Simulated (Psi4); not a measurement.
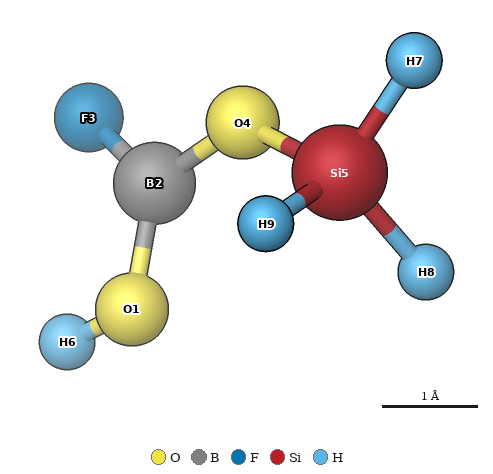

Figure 1. The structure as given in the input (ball-and-stick view, seen at a tilt; atoms are numbered from 1 in the order of the input).

**Single-point calculation of BSiH$_{4}$O$_{2}$F**

The run: single-point calculation of BSiH$_{4}$O$_{2}$F. Method and program: PBE/aug-cc-pVDZ, RKS (Psi4 1.11).

The geometry comes from this level: PBE0-D4/def2-TZVP.

The input (input.inp)
```
memory 1600 MB

molecule mol {
  0 1
  O     -3.05020694     1.05201053     0.74455209
  B     -0.74719771     2.18660210     0.66650640
  F     -0.52402105     4.63134079     1.24325082
  O      1.33962685     0.88231313     0.01171630
  Si     1.76538215    -2.10685566    -0.80313360
  H     -4.38888892     2.17299607     1.23606986
  H      4.50113866    -2.40732211    -1.30561178
  H      0.29196269    -2.69777302    -3.11389071
  H      0.97925608    -3.80023924     1.28841527
  units au
  symmetry c1
}

set globals {
  basis aug-cc-pVDZ
  puream true
  scf_type direct
  dft_radial_points 99
  dft_spherical_points 590
  ints_tolerance 1e-10
  maxiter 60
}

energy("pbe")
```

Hardware: 1 thread of Intel Xeon (Granite Rapids), 64 GiB of memory available, shared host.

Run as:
```bash
psi4 -n 1 input.inp input.out
```

The program's output
```
Psi4 1.11 release

   => Loading Basis Set <=

    Name: AUG-CC-PVDZ
    Role: ORBITAL
    Keyword: BASIS

         ---------------------------------------------------------
                                   SCF
                              RKS Reference
                        1 Threads,   1525 MiB Core
         ---------------------------------------------------------

  ==> Geometry <==

    Molecular point group: c1
    Full point group: C1

    Geometry (in Bohr), charge = 0, multiplicity = 1:

       Center              X                  Y                   Z               Mass
    ------------   -----------------  -----------------  -----------------  -----------------
         O           -3.105969344859     0.230018103157     0.545894639813    15.994914619570
         B           -0.802960114859     1.364609673157     0.467848949813    11.009305360000
         F           -0.579783454859     3.809348363157     1.044593369813    18.998403162730
         O            1.283864445141     0.060320703157    -0.186941150187    15.994914619570
         SI           1.709619745141    -2.928848086843    -1.001791050187    27.976926534650
         H           -4.444651324859     1.351003643157     1.037412409813     1.007825032230
         H            4.445376255141    -3.229314536843    -1.504269230187     1.007825032230
         H            0.236200285141    -3.519765446843    -3.312548160187     1.007825032230
         H            0.923493675141    -4.622231666843     1.089757819813     1.007825032230

  Running in c1 symmetry.

  Rotational constants: A =      0.30896  B =      0.07639  C =      0.06260 [cm^-1]
  Rotational constants: A =   9262.27949  B =   2290.13969  C =   1876.68572 [MHz]
  Nuclear repulsion =  222.106224998276275

  Charge       = 0
  Multiplicity = 1
  Electrons    = 48
  Nalpha       = 24
  Nbeta        = 24

  ==> Algorithm <==

  SCF Algorithm Type is DIRECT.
  DIIS enabled.
  MOM disabled.
  Fractional occupation disabled.
  Guess Type is SAD.
  Energy threshold   = 1.00e-06
  Density threshold  = 1.00e-06
  Integral threshold = 1.00e-10

  ==> Primary Basis <==

  Basis Set: AUG-CC-PVDZ
    Blend: AUG-CC-PVDZ
    Number of shells: 67
    Number of basis functions: 155
    Number of Cartesian functions: 165
    Spherical Harmonics?: true
    Max angular momentum: 2

  ==> DFT Potential <==

   => LibXC <=

    Version 7.1.2

   => Composite Functional: PBE <=

    PBE GGA Exchange-Correlation Functional

    Deriv               =              1
    GGA                 =           TRUE
    Meta                =          FALSE

    Exchange Hybrid     =          FALSE
    MP2 Hybrid          =          FALSE

   => Exchange Functionals <=

    1.0000     XC_GGA_X_PBE

   => Correlation Functionals <=

    1.0000     XC_GGA_C_PBE

   => LibXC Density Thresholds  <==

    XC_GGA_C_PBE:  1.00E-12
    XC_GGA_X_PBE:  1.00E-15

   => Molecular Quadrature <=

    Radial Scheme          =       TREUTLER
    Pruning Scheme         =           NONE
    Nuclear Scheme         =       TREUTLER

    Blocking Scheme        =         OCTREE
    BS radius alpha        =              1
    Pruning alpha          =              1
    Radial Points          =             99
    Spherical Points       =            590
    Total Points           =         503369
    Total Blocks           =           3595
    Max Points             =            256
    Max Functions          =            155
    Weights Tolerance      =       1.00E-15

   => Loading Basis Set <=

    Name: (AUG-CC-PVDZ AUX)
    Role: JKFIT
    Keyword: DF_BASIS_SCF

  Starting with a DF guess...

  ==> Integral Setup <==

  DFHelper Memory: AOs need 0.113 GiB; user supplied 0.113 GiB.
  SCF_SUBTYPE=INCORE selected. In-core MEM_DF algorithm will be used.
  Using in-core AOs.

  ==> MemDFJK: Density-Fitted J/K Matrices <==

    J tasked:                   Yes
    K tasked:                    No
    wK tasked:                   No
    Memory [MiB]:               115
    Algorithm:                 Core
    Schwarz Cutoff:           1E-10
    Mask sparsity (%):       1.3486
    Fitting Condition:        1E-10

   => Auxiliary Basis Set <=

  Basis Set: (AUG-CC-PVDZ AUX)
    Blend: AUG-CC-PVDZ-JKFIT
    Number of shells: 200
    Number of basis functions: 600
    Number of Cartesian functions: 694
    Spherical Harmonics?: true
    Max angular momentum: 3

  Cached 50.0% of DFT collocation blocks in 0.969 [GiB].

  Minimum eigenvalue in the overlap matrix is 1.4211626230E-04.
  Reciprocal condition number of the overlap matrix is 1.4493341107E-05.
    Using symmetric orthogonalization.

  ==> Pre-Iterations <==

  SCF Guess: Superposition of Atomic Densities via on-the-fly atomic UHF (no occupation information).

   -------------------------
    Irrep   Nso     Nmo
   -------------------------
     A        155     155
   -------------------------
    Total     155     155
   -------------------------

  ==> Iterations <==

                           Total Energy        Delta E     RMS |[F,P]|

   @DF-RKS iter SAD:  -566.16549744496047   -5.66165e+02   0.00000e+00
   @DF-RKS iter   1:  -566.36593128545053   -2.00434e-01   6.90469e-03 DIIS/ADIIS
   @DF-RKS iter   2:  -564.60435928671995    1.76157e+00   1.45024e-02 DIIS/ADIIS
   @DF-RKS iter   3:  -566.78920649633619   -2.18485e+00   1.59094e-03 DIIS/ADIIS
   @DF-RKS iter   4:  -566.79579949242770   -6.59300e-03   1.47602e-03 DIIS/ADIIS
   @DF-RKS iter   5:  -566.81299737968686   -1.71979e-02   2.10476e-04 DIIS/ADIIS
   @DF-RKS iter   6:  -566.81340243580371   -4.05056e-04   1.08749e-04 DIIS/ADIIS
   @DF-RKS iter   7:  -566.81350406984723   -1.01634e-04   2.36607e-05 DIIS
   @DF-RKS iter   8:  -566.81351002715235   -5.95731e-06   4.73965e-06 DIIS
   @DF-RKS iter   9:  -566.81351028937127   -2.62219e-07   9.06651e-07 DIIS

  DF guess converged.

  ==> DirectJK: Integral-Direct J/K Matrices <==

    J tasked:                  Yes
    K tasked:                   No
    wK tasked:                  No
    Integrals threads:           1
    Screening Type:           CSAM
    Screening Cutoff:        1E-10
    Incremental Fock:           No

   @RKS iter  10:  -566.81341180211416   -5.66813e+02   2.53004e-06 DIIS
   @RKS iter  11:  -566.81341186634268   -6.42285e-08   2.54956e-07 DIIS
  Energy and wave function converged.

  ==> Post-Iterations <==

   Electrons on quadrature grid:
      Ntotal   =   47.9999986203 ; deviation = -1.380e-06

    Orbital Energies [Eh]
    ---------------------

    Doubly Occupied:

       1A    -65.463447     2A    -24.286802     3A    -18.802577
       4A    -18.788062     5A     -6.606928     6A     -5.091533
       7A     -3.505323     8A     -3.501603     9A     -3.501550
      10A     -1.118001    11A     -0.968966    12A     -0.937976
      13A     -0.554529    14A     -0.522044    15A     -0.481311
      16A     -0.432894    17A     -0.417884    18A     -0.382327
      19A     -0.356863    20A     -0.350670    21A     -0.328318
      22A     -0.317462    23A     -0.291641    24A     -0.285097

    Virtual:

      25A     -0.040722    26A     -0.016168    27A     -0.006467
      28A      0.004991    29A      0.015070    30A      0.016547
      31A      0.024307    32A      0.033742    33A      0.040562
      34A      0.043158    35A      0.053502    36A      0.055563
      37A      0.070723    38A      0.084277    39A      0.091451
      40A      0.096076    41A      0.108703    42A      0.123593
      43A      0.126394    44A      0.141132    45A      0.148673
      46A      0.156976    47A      0.159438    48A      0.168607
      49A      0.171995    50A      0.191572    51A      0.214345
      52A      0.215590    53A      0.218543    54A      0.243054
      55A      0.244705    56A      0.246720    57A      0.261267
      58A      0.268541    59A      0.289223    60A      0.294225
      61A      0.321160    62A      0.332882    63A      0.351813
      64A      0.358779    65A      0.371152    66A      0.374700
      67A      0.377632    68A      0.385841    69A      0.391977
      70A      0.403904    71A      0.409060    72A      0.433238
      73A      0.442414    74A      0.454508    75A      0.462396
      76A      0.483940    77A      0.484909    78A      0.503522
      79A      0.531638    80A      0.546429    81A      0.554654
      82A      0.556928    83A      0.561648    84A      0.584906
      85A      0.605572    86A      0.631334    87A      0.660746
      88A      0.741232    89A      0.756753    90A      0.758011
      91A      0.786328    92A      0.801924    93A      0.805397
      94A      0.836352    95A      0.897983    96A      0.924190
      97A      0.939419    98A      0.965798    99A      0.997086
     100A      1.004045   101A      1.069248   102A      1.081402
     103A      1.114515   104A      1.136851   105A      1.141252
     106A      1.152528   107A      1.206534   108A      1.226895
     109A      1.273108   110A      1.302967   111A      1.338740
     112A      1.342443   113A      1.391478   114A      1.417755
     115A      1.452169   116A      1.484139   117A      1.504014
     118A      1.546155   119A      1.598740   120A      1.623828
     121A      1.673876   122A      1.675112   123A      1.711600
     124A      1.734470   125A      1.810621   126A      1.815301
     127A      1.843662   128A      1.896440   129A      1.908837
     130A      2.000896   131A      2.009913   132A      2.049974
     133A      2.123948   134A      2.156824   135A      2.236557
     136A      2.290352   137A      2.559114   138A      2.631244
     139A      2.795840   140A      3.149494   141A      3.174143
     142A      3.224583   143A      3.226376   144A      3.256574
     145A      3.274270   146A      3.387252   147A      3.427511
     148A      3.519360   149A      3.761726   150A      3.967112
     151A      4.377295   152A      4.425953   153A      4.457416
     154A      4.536463   155A      4.616044

    Final Occupation by Irrep:
              A
    DOCC [    24 ]
    NA   [    24 ]
    NB   [    24 ]

  @RKS Final Energy:  -566.81341186634268

   => Energetics <=

    Nuclear Repulsion Energy =            222.1062249982762751
    One-Electron Energy =               -1224.9797810074314839
    Two-Electron Energy =                 489.8313720379948109
    DFT Exchange-Correlation Energy =     -53.7712278951822356
    Empirical Dispersion Energy =           0.0000000000000000
    VV10 Nonlocal Energy =                  0.0000000000000000
    Total Energy =                       -566.8134118663426761

Computation Completed

Properties will be evaluated at   0.000000,   0.000000,   0.000000 [a0]

Properties computed using the SCF density matrix

 Multipole Moments:

 ------------------------------------------------------------------------------------
     Multipole            Electronic (a.u.)      Nuclear  (a.u.)        Total (a.u.)
 ------------------------------------------------------------------------------------

 L = 1.  Multiply by 2.5417464519 to convert [e a0] to [Debye]
 Dipole X            :         -1.7183405            1.2854045           -0.4329360
 Dipole Y            :          7.3848377           -7.5942871           -0.2094495
 Dipole Z            :          2.1184198           -2.1025089            0.0159109
 Magnitude           :                                                    0.4812025

 ------------------------------------------------------------------------------------

	total time  =         37 seconds =       0.62 minutes

    Psi4 run time: 0:00:37.34
```

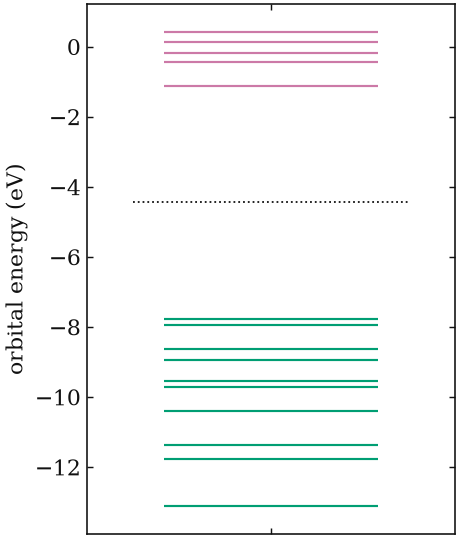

Figure 2. Orbital energies near the frontier; the dotted line parts filled from empty levels, and levels within 0.02 eV of each other stand side by side. Highest filled −7.76 eV, lowest empty −1.11 eV, 6.65 eV apart.

Results in brief

```csv
quantity,value
outcome,converged
total energy,−566.813412 hartree
basis functions,155
HOMO,−7.76 eV
LUMO,−1.11 eV
dipole moment,1.22 D
wall time,39 s
peak memory,1.4 GiB
```
